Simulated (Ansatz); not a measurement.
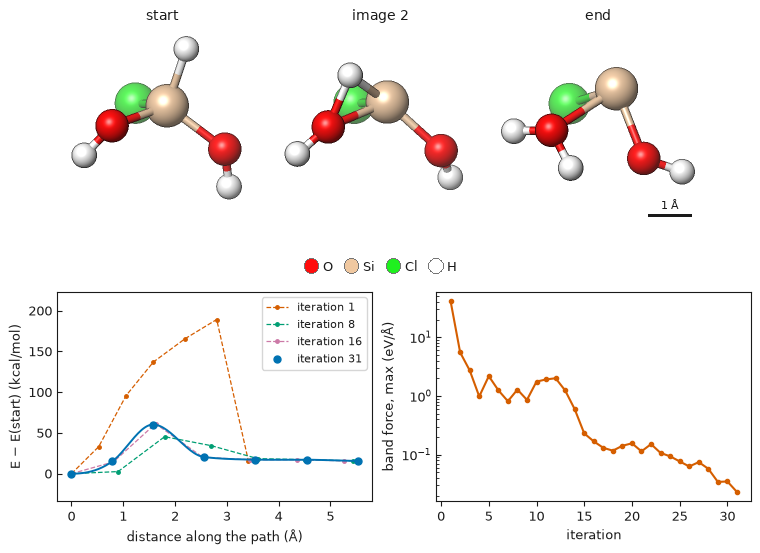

A nudged-elastic-band calculation for SiH3O2Cl. Images are numbered from 0 (start) to 6 (end). The plot follows the band through its iterations. Style: ball-and-stick. Shown at a tilt.

The calculation used RKS PBE0-D4/6-31G in Ansatz 0.2.0.

The input:
```yaml
crystal:
  periodic: [false, false, false]
  atoms:
    - { symbol: O, position_ang: [0.016975, 1.400562, -0.677173] }
    - { symbol: Si, position_ang: [0.160677, 0.116214, 0.411766] }
    - { symbol: O, position_ang: [0.862631, -1.294847, -0.199657] }
    - { symbol: Cl, position_ang: [-1.853225, -0.403887, 1.080787] }
    - { symbol: H, position_ang: [-0.590873, 1.494327, -1.421228] }
    - { symbol: H, position_ang: [0.998803, 0.583378, 1.531843] }
    - { symbol: H, position_ang: [0.466312, -1.963747, -0.772038] }
basis:
  gaussian: { orbitals: "6-31G" }
hamiltonian:
  xc: pbe0
  dispersion: d4
neb:
  order_check: false
  images: 5
  f_tol: 0.03
  max_iterations: 60
  final_atoms:
    - { symbol: O, position_ang: [0.02730229, 1.1797683, -0.58601375] }
    - { symbol: Si, position_ang: [-0.21193233, 0.57710478, 1.07118902] }
    - { symbol: O, position_ang: [0.92521765, -0.83248002, 0.18328377] }
    - { symbol: Cl, position_ang: [-2.02521067, -0.83311534, 0.7465392] }
    - { symbol: H, position_ang: [-0.27093849, 2.02703498, -0.94182524] }
    - { symbol: H, position_ang: [0.95981128, -0.41883422, -0.71838976] }
    - { symbol: H, position_ang: [0.65705028, -1.76747849, 0.19951676] }
  initial_path:
    images:
      - { positions_ang: [[0.016975, 1.400562, -0.677173], [0.160677, 0.116214, 0.411766], [0.862631, -1.294847, -0.199657], [-1.853225, -0.403887, 1.080787], [-0.590873, 1.494327, -1.421228], [0.998803, 0.583378, 1.531843], [0.466312, -1.963747, -0.772038]] }
      - { positions_ang: [[-0.03301439, 1.45015019, -0.56750829], [0.08765142, 0.15857959, 0.46471306], [0.83462082, -1.16605886, -0.21618572], [-1.85577749, -0.43884446, 0.9645911], [-0.53109003, 1.46476933, -1.3837555], [1.05945127, 0.37732938, 1.21459456], [0.49945841, -1.91392518, -0.52214921]] }
      - { positions_ang: [[-0.08300379, 1.49973838, -0.45784358], [0.01462584, 0.20094519, 0.51766012], [0.80661063, -1.03727072, -0.23271444], [-1.85832998, -0.47380192, 0.8483952], [-0.47130707, 1.43521165, -1.346283], [1.12009954, 0.17128077, 0.89734612], [0.53260482, -1.86410336, -0.27226042]] }
      - { positions_ang: [[-0.13299318, 1.54932657, -0.34817887], [-0.05839973, 0.24331078, 0.57060718], [0.77860045, -0.90848258, -0.24924315], [-1.86088247, -0.50875938, 0.7321993], [-0.4115241, 1.40565398, -1.3088105], [1.1807478, -0.03476785, 0.58009768], [0.56575123, -1.81428154, -0.02237162]] }
      - { positions_ang: [[-0.07956136, 1.42614048, -0.42745716], [-0.10957727, 0.35457545, 0.73746779], [0.82747285, -0.88314839, -0.10506751], [-1.91565854, -0.61687803, 0.73697926], [-0.36466223, 1.61278098, -1.18648208], [1.1071023, -0.16278997, 0.14726853], [0.59618425, -1.79868052, 0.05159117]] }
      - { positions_ang: [[-0.02612954, 1.30295439, -0.50673546], [-0.1607548, 0.46584012, 0.90432841], [0.87634525, -0.85781421, 0.03910813], [-1.9704346, -0.72499668, 0.74175923], [-0.31780036, 1.81990798, -1.06415366], [1.03345679, -0.2908121, -0.28556062], [0.62661726, -1.7830795, 0.12555397]] }
      - { positions_ang: [[0.02730229, 1.1797683, -0.58601375], [-0.21193233, 0.57710478, 1.07118902], [0.92521765, -0.83248002, 0.18328377], [-2.02521067, -0.83311534, 0.7465392], [-0.27093849, 2.02703498, -0.94182524], [0.95981128, -0.41883422, -0.71838976], [0.65705028, -1.76747849, 0.19951676]] }
```

Run as
```bash
ansatz run input.yaml --threads 1 --pin off --max-ram 2048MiB --backend cpu --events-out ev --progress --plain --runs-dir out
```

> Judge this run.

The result is final at these settings. The band converged in 31 iterations. The largest component of the band force went from 41 to 0.023 eV/Å. The climbing image converged on the top of the path. Its vibrational analysis gives one imaginary mode (1468i cm⁻¹), as a transition state must have. The first iteration put the highest image at 189.2 kcal/mol. The highest point, image 2, lies 60.3 kcal/mol above the start and 44.5 kcal/mol above the end; the end is at +15.8 kcal/mol relative to the start.

The run took 5.7 min on 1 thread of Arm Neoverse V1, on a shared host, peak memory 0.11 GiB.
